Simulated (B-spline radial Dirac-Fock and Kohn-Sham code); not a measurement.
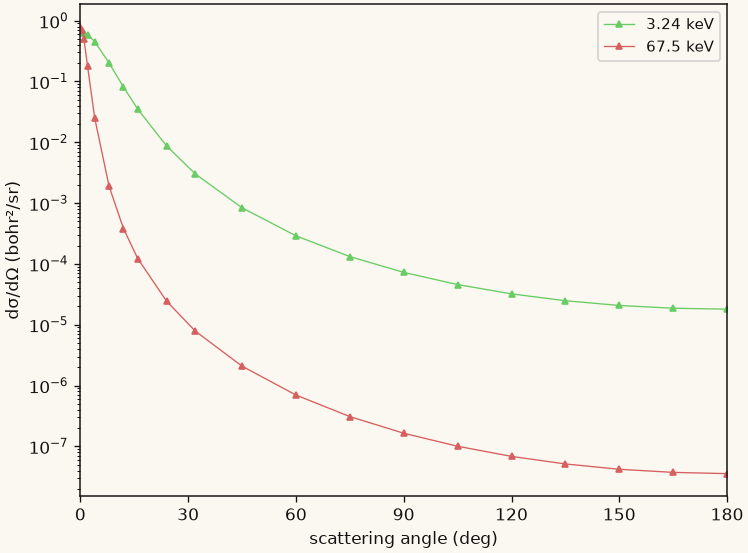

Differential cross section for elastic electron scattering against angle at 3.24 keV and 67.5 keV, computed at the marked angles. System: neutral helium. Method: Dirac partial waves in the static Dirac–Fock field with Furness–McCarthy exchange, no polarisation or absorption (computed with a radial B-spline solver).

Where are the minima at 3.24 keV?

Answer. There is no marked minimum on this grid.
